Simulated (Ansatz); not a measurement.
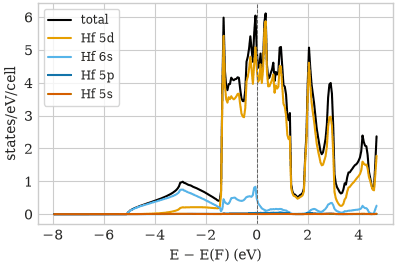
Figure. Total and projected density of states of Hf (diamond, Fd-3m), plane-wave PAW PBE (Ansatz code)

Q: Which orbitals carry the states next to the Fermi level?

A: Within 0.5 eV of the Fermi level: Hf 5d 90 %, Hf 6s 8 %. Projections are on Löwdin-orthogonalised atomic valence shells; empty p or d shells of many metals are not among them.

The start of the workflow was typed in or built on a structure type; neither database checked (COD, Materials Project) lists it. It is not the phase usual at ambient conditions (space group No. 194). The PBE relaxation kept the symmetry of its start; whether a distortion lowers the energy is not shown. No spin polarisation was allowed. Scalar-relativistic: spin–orbit coupling is off unless named, which matters more the heavier the elements.

Potentials: the later of the program's two PAW sets.
